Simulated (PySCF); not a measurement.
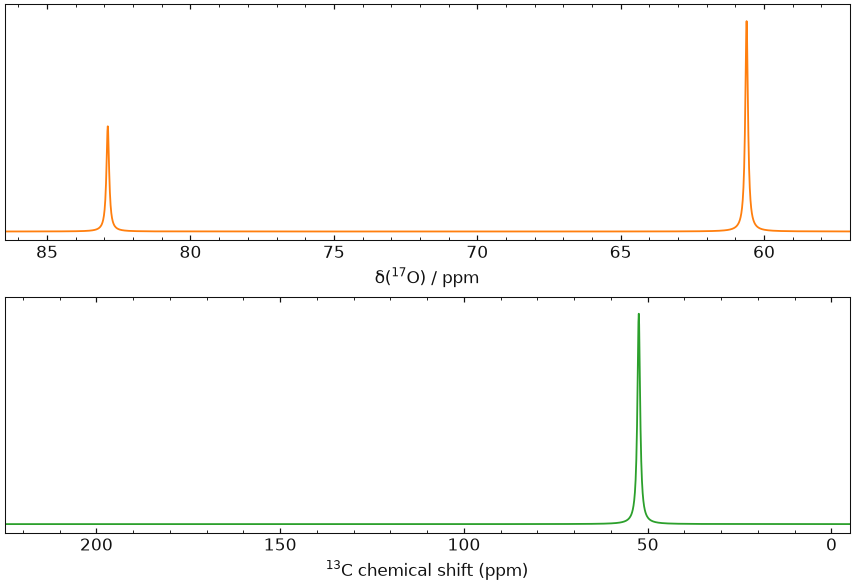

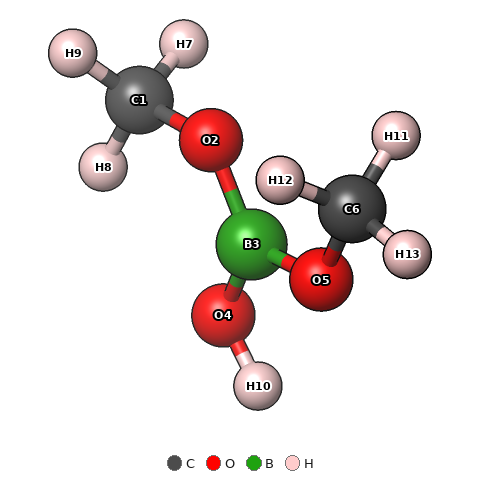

Spectrum and numbered structure of C₂H₇BO₃, SMILES COB(O)OC. GIAO shifts, CAM-B3LYP/pcSseg-1 with PySCF, at a PBE0-D3(BJ)/def2-SVP geometry (no frequency check), against H₂O for ¹⁷O and TMS for ¹³C computed at the same level (¹⁷O: a single water molecule, while the usual scale starts at liquid water and gives values some tens of ppm lower). Gas phase, fully decoupled, line heights follow the number of nuclei, widths are arbitrary (no quadrupolar broadening); values of one conformer, averaged over nuclei that symmetry or rotation about single bonds exchange, these motions taken as fast; other conformers aren't averaged in.

Q: Assign the ¹⁷O signals to the numbered atoms.

A:
```csv
δ (ppm),nuclei,atoms
82.9,1,O4
60.6,2,"O2, O5"
```

Q: Where does the ¹³C line lie?

A: At 52.4 ppm (C1 and C6).
